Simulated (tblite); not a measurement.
## Run report: C3H10GeNSi, geometry relaxation (part 2 of 2)

The same run, continued: C3H10GeNSi, multiplicity 2; GFN2-xTB geometry optimisation, gas phase (tblite 0.8.0). It belongs to a series of runs on one base structure; here: H removed from sp3 C.

Geometry of the input (Å):
```
Si 2.1258  -0.9092  -0.3367
N  1.3252  0.3170  -1.3951
Ge 0.1575  1.2888  -0.3203
C  -1.3532  0.1786  0.2107
C  -2.1173  0.7577  1.3985
C  -1.2173  -0.4466  1.5925
H  3.1045  -1.6572  -1.1267
H  2.8058  -0.2307  0.7855
H  1.1139  -1.8435  0.1886
H  0.7477  -0.2126  -2.0752
H  0.8847  1.8422  0.9212
H  -0.4016  2.4829  -1.1454
H  -1.9747  -0.3870  -0.5054
H  -3.1735  0.4333  1.3484
H  -0.2773  -0.2001  2.1412
H  -1.7575  -1.4045  1.7430
```

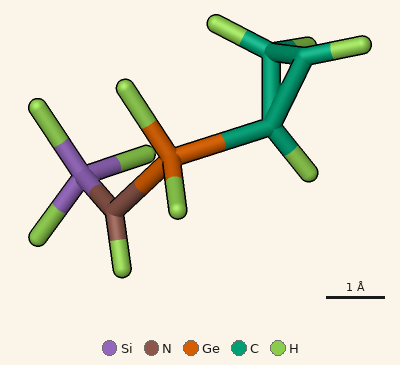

*The geometry at step 74 of the log (stick view, seen at a tilt).*

Trajectory as extended XYZ, continued:
```
16
Properties=species:S:1:pos:R:3:forces:R:3 step=52 energy=-489.76334
Si    2.2055   -1.0133   -0.3420    0.0010  -0.0100  -0.0090
N     1.3207    0.2487   -1.1353   -0.0060  -0.0080  -0.0150
Ge    0.0339    1.2822   -0.3569    0.0130   0.0210   0.0000
C    -1.4967    0.2059    0.2683    0.0070  -0.0180   0.0050
C    -2.2504    0.6657    1.4219   -0.0090   0.0010   0.0020
C    -1.3149   -0.4321    1.6406   -0.0070   0.0040   0.0050
H     3.0977   -1.5487   -1.3696    0.0180   0.0010  -0.0100
H     2.9206   -0.3950    0.7737   -0.0150   0.0200   0.0030
H     1.3404   -2.0858    0.1733   -0.0070  -0.0080   0.0020
H     1.1824    0.0973   -2.1230    0.0110   0.0110   0.0150
H     0.6764    1.9486    0.8252    0.0160  -0.0020   0.0000
H    -0.3343    2.3091   -1.4035    0.0000  -0.0100   0.0010
H    -2.0150   -0.3453   -0.5136   -0.0140  -0.0060   0.0020
H    -3.3066    0.7297    1.5815   -0.0050   0.0030   0.0020
H    -0.3802   -0.2237    2.1523    0.0020  -0.0080  -0.0090
H    -1.6871   -1.4342    1.8318   -0.0060   0.0090   0.0050
16
Properties=species:S:1:pos:R:3:forces:R:3 step=59 energy=-489.76420
Si    2.2086   -1.0164   -0.3467    0.0030   0.0010   0.0060
N     1.3240    0.2471   -1.1363   -0.0020   0.0000  -0.0030
Ge    0.0341    1.2750   -0.3574    0.0010   0.0140   0.0030
C    -1.4954    0.1961    0.2699   -0.0060   0.0110   0.0000
C    -2.2432    0.6734    1.4209   -0.0030  -0.0060   0.0150
C    -1.3198   -0.4340    1.6456   -0.0100   0.0030   0.0120
H     3.1125   -1.5355   -1.3743    0.0010  -0.0010   0.0200
H     2.9026   -0.3865    0.7769   -0.0040  -0.0100  -0.0010
H     1.3440   -2.0952    0.1611    0.0180   0.0070  -0.0170
H     1.1975    0.1093   -2.1265    0.0000   0.0000  -0.0180
H     0.6744    1.9478    0.8239    0.0050  -0.0150  -0.0120
H    -0.3390    2.2980   -1.4065   -0.0010  -0.0100   0.0080
H    -2.0218   -0.3535   -0.5073   -0.0020  -0.0040  -0.0080
H    -3.2983    0.7499    1.5831    0.0020   0.0010   0.0000
H    -0.3807   -0.2378    2.1535   -0.0010   0.0070  -0.0030
H    -1.7073   -1.4287    1.8450    0.0000   0.0000  -0.0020
16
Properties=species:S:1:pos:R:3:forces:R:3 step=66 energy=-489.76484
Si    2.2121   -1.0123   -0.3516    0.0090  -0.0110   0.0060
N     1.3236    0.2462   -1.1440    0.0090  -0.0060   0.0070
Ge    0.0325    1.2669   -0.3584   -0.0040  -0.0090  -0.0040
C    -1.4991    0.1925    0.2742    0.0040   0.0100  -0.0070
C    -2.2412    0.6804    1.4251   -0.0010  -0.0100  -0.0090
C    -1.3267   -0.4337    1.6520    0.0000   0.0010  -0.0010
H     3.1324   -1.5267   -1.3651    0.0150   0.0110  -0.0050
H     2.8875   -0.3852    0.7844   -0.0010   0.0000   0.0020
H     1.3555   -2.1032    0.1394   -0.0100  -0.0040  -0.0030
H     1.2098    0.1197   -2.1372   -0.0050  -0.0080  -0.0090
H     0.6812    1.9375    0.8183    0.0010  -0.0050   0.0010
H    -0.3465    2.2863   -1.4060   -0.0080   0.0160  -0.0050
H    -2.0273   -0.3572   -0.5023   -0.0080   0.0090   0.0080
H    -3.2957    0.7669    1.5875    0.0060  -0.0030   0.0060
H    -0.3828   -0.2450    2.1538   -0.0090   0.0080   0.0130
H    -1.7228   -1.4242    1.8550    0.0040   0.0000   0.0010
16
Properties=species:S:1:pos:R:3:forces:R:3 step=74 energy=-489.76539
Si    2.2163   -1.0123   -0.3551    0.0010   0.0030  -0.0010
N     1.3254    0.2420   -1.1528   -0.0040   0.0000  -0.0010
Ge    0.0337    1.2604   -0.3636   -0.0150  -0.0200   0.0090
C    -1.5003    0.1918    0.2767    0.0010   0.0100  -0.0010
C    -2.2399    0.6849    1.4275   -0.0080  -0.0070  -0.0120
C    -1.3305   -0.4329    1.6558   -0.0050   0.0070   0.0040
H     3.1587   -1.5117   -1.3565    0.0020   0.0100  -0.0030
H     2.8714   -0.3831    0.7919   -0.0040  -0.0040   0.0000
H     1.3586   -2.1101    0.1190    0.0010  -0.0050  -0.0050
H     1.2136    0.1160   -2.1466   -0.0020  -0.0110   0.0070
H     0.6894    1.9223    0.8134    0.0010   0.0080   0.0060
H    -0.3551    2.2863   -1.4023    0.0080   0.0030  -0.0050
H    -2.0356   -0.3552   -0.4972    0.0070   0.0050   0.0120
H    -3.2936    0.7765    1.5921    0.0070   0.0010  -0.0030
H    -0.3891   -0.2441    2.1621    0.0040  -0.0040  -0.0070
H    -1.7305   -1.4216    1.8606    0.0070   0.0040  -0.0010
16
Properties=species:S:1:pos:R:3:forces:R:3 step=81 energy=-489.76583
Si    2.2223   -1.0133   -0.3588   -0.0050   0.0110  -0.0090
N     1.3246    0.2361   -1.1566   -0.0060  -0.0010   0.0050
Ge    0.0319    1.2520   -0.3643    0.0130   0.0060  -0.0130
C    -1.5038    0.1917    0.2804   -0.0030  -0.0070  -0.0060
C    -2.2404    0.6913    1.4292    0.0140   0.0190   0.0110
C    -1.3360   -0.4288    1.6616    0.0190  -0.0080  -0.0150
H     3.1875   -1.4816   -1.3530    0.0030  -0.0050  -0.0020
H     2.8539   -0.3889    0.8034   -0.0070  -0.0030   0.0060
H     1.3678   -2.1250    0.0872    0.0110  -0.0130   0.0000
H     1.2129    0.1041   -2.1499   -0.0140   0.0060   0.0180
H     0.6894    1.9155    0.8112    0.0030   0.0010   0.0050
H    -0.3545    2.2803   -1.4016    0.0020   0.0010  -0.0060
H    -2.0429   -0.3567   -0.4885   -0.0030  -0.0050  -0.0190
H    -3.2921    0.7927    1.5945   -0.0220  -0.0030   0.0040
H    -0.3911   -0.2441    2.1625    0.0030   0.0080   0.0120
H    -1.7371   -1.4163    1.8676   -0.0080  -0.0060   0.0090
16
Properties=species:S:1:pos:R:3:forces:R:3 step=89 energy=-489.76685
Si    2.2329   -1.0173   -0.3671    0.0000  -0.0070   0.0000
N     1.3134    0.2213   -1.1552    0.0040   0.0020   0.0030
Ge    0.0296    1.2471   -0.3653    0.0020   0.0050   0.0030
C    -1.5124    0.1960    0.2831    0.0060  -0.0070   0.0050
C    -2.2429    0.7028    1.4330    0.0040   0.0130  -0.0020
C    -1.3396   -0.4183    1.6669   -0.0030   0.0030   0.0050
H     3.2402   -1.4238   -1.3476    0.0000  -0.0030   0.0060
H     2.8074   -0.4048    0.8307   -0.0050  -0.0010  -0.0070
H     1.4091   -2.1726    0.0239    0.0070  -0.0070   0.0000
H     1.1867    0.0823   -2.1453    0.0020  -0.0050  -0.0100
H     0.6947    1.9045    0.8097   -0.0060   0.0080   0.0010
H    -0.3397    2.2741   -1.4109   -0.0100   0.0000   0.0100
H    -2.0543   -0.3541   -0.4834    0.0050   0.0020   0.0000
H    -3.2944    0.8055    1.6015   -0.0080  -0.0030   0.0020
H    -0.3939   -0.2317    2.1663    0.0020   0.0010  -0.0070
H    -1.7445   -1.4021    1.8844    0.0020  -0.0030  -0.0080
16
Properties=species:S:1:pos:R:3:forces:R:3 step=96 energy=-489.76706
Si    2.2335   -1.0197   -0.3699    0.0010  -0.0040   0.0030
N     1.3123    0.2185   -1.1573   -0.0030  -0.0050  -0.0020
Ge    0.0309    1.2469   -0.3644    0.0020   0.0020   0.0010
C    -1.5117    0.1975    0.2842   -0.0030   0.0010   0.0020
C    -2.2425    0.7072    1.4329   -0.0020  -0.0060   0.0010
C    -1.3402   -0.4149    1.6686    0.0000  -0.0010  -0.0010
H     3.2536   -1.4145   -1.3420   -0.0040   0.0000   0.0010
H     2.7921   -0.4064    0.8342    0.0000   0.0010   0.0020
H     1.4203   -2.1864    0.0103    0.0020   0.0040  -0.0050
H     1.1791    0.0741   -2.1462    0.0020   0.0010   0.0010
H     0.6958    1.9049    0.8103    0.0000   0.0030  -0.0030
H    -0.3438    2.2753   -1.4065   -0.0020  -0.0010   0.0030
H    -2.0531   -0.3526   -0.4825    0.0000   0.0000   0.0010
H    -3.2948    0.8066    1.6017    0.0060   0.0020  -0.0050
H    -0.3934   -0.2290    2.1659   -0.0020   0.0000   0.0010
H    -1.7458   -1.3986    1.8855    0.0020   0.0020  -0.0010
```

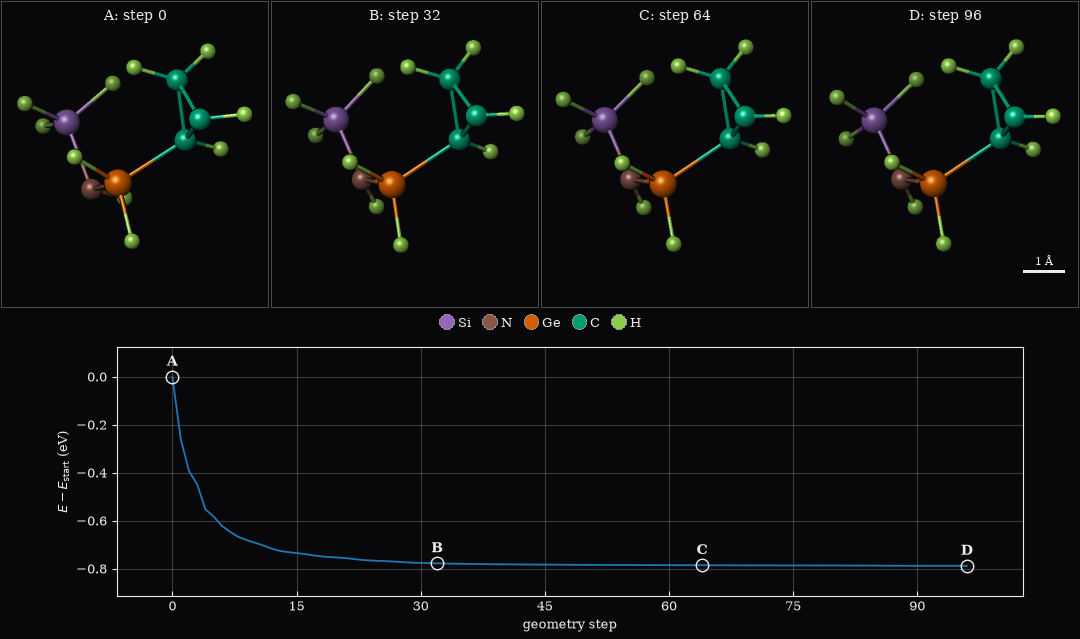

*Frames of the relaxation (ball-and-stick view, seen at a tilt) above the curves, on which the letters mark them (steps are counted from 0).*

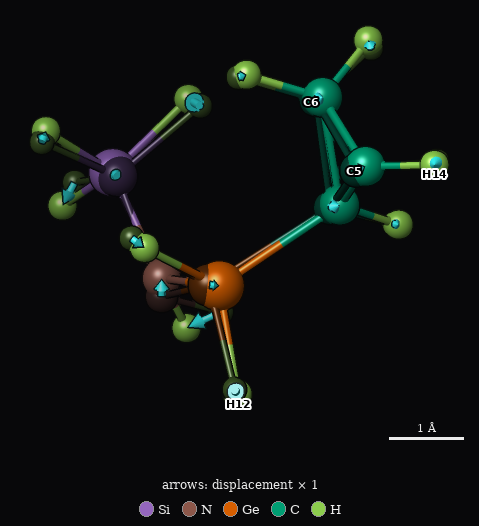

*Start (faint) and end (solid) with the displacements as teal arrows, at true length (ball-and-stick view, seen at a tilt). The two geometries are laid on each other by the best rigid fit.*

The energy falls by 0.788 eV in 96 geometry steps. Largest force component: 3 eV/Å at the start, 0.006 eV/Å at the end. The atom that moves furthest after the best rigid fit is H10 (0.52 Å). By element the largest moves are H 0.52 Å, N 0.26 Å, C 0.18 Å, Si 0.16 Å, Ge 0.14 Å. Among the contacts that change: Si1–N2 1.807 → 1.733 Å, C4–C5 1.526 → 1.454 Å, C5–C6 1.516 → 1.459 Å, Ge3–H12 1.555 → 1.511 Å. Among the angles that change: C4–C5–H14 109.4° → 130.6°, C6–C5–H14 109.9° → 130.8°, Si1–N2–Ge3 107.1° → 125.4°. (Atoms are counted from 1 in the order of the input.)

Summary:

- outcome: converged
- total energy: −489.7671 eV
- wall time: 0.67 s
- peak memory: 0.17 GiB
